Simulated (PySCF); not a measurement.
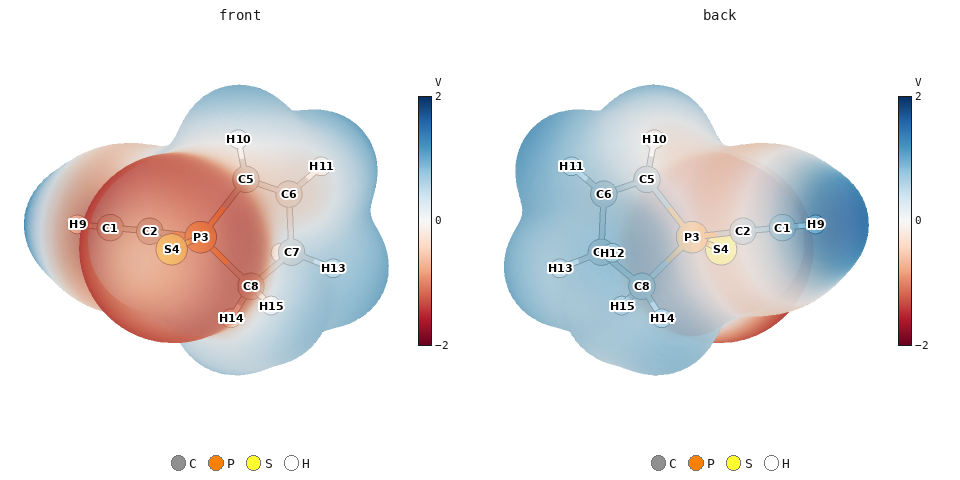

Figure 1: C$_{6}$H$_{7}$PS. The electrostatic potential painted on the density surface at 0.001 e/bohr³, seen from the front and from behind; red is negative and blue positive.

Geometry: GFN2-xTB.

All numbers below come from PBE0/pcSseg-1, SCF density, gas phase, non-relativistic (PySCF 2.14.0).

```yaml
atoms:
  - { symbol: C, position_ang: [2.3044, -1.9395, 0.8321] }
  - { symbol: C, position_ang: [1.6920, -0.9660, 0.4790] }
  - { symbol: P, position_ang: [1.0289, 0.5882, -0.0527] }
  - { symbol: S, position_ang: [2.3753, 1.9108, -0.4851] }
  - { symbol: C, position_ang: [-0.2462, 0.9734, 1.1800] }
  - { symbol: C, position_ang: [-1.4490, 0.6043, 0.7588] }
  - { symbol: C, position_ang: [-1.5422, -0.0963, -0.5632] }
  - { symbol: C, position_ang: [-0.2375, 0.1424, -1.3274] }
  - { symbol: H, position_ang: [2.7898, -2.8199, 1.1411] }
  - { symbol: H, position_ang: [-0.0253, 1.4778, 2.1060] }
  - { symbol: H, position_ang: [-2.3539, 0.7507, 1.3303] }
  - { symbol: H, position_ang: [-1.6875, -1.1646, -0.3759] }
  - { symbol: H, position_ang: [-2.4067, 0.2567, -1.1294] }
  - { symbol: H, position_ang: [0.0759, -0.7166, -1.9222] }
  - { symbol: H, position_ang: [-0.3225, 1.0065, -1.9933] }
```

Q: Describe the electrostatic potential map.

A: The most negative region (about −1.4 V) lies over S4, the most positive (about +1.5 V) over H9.
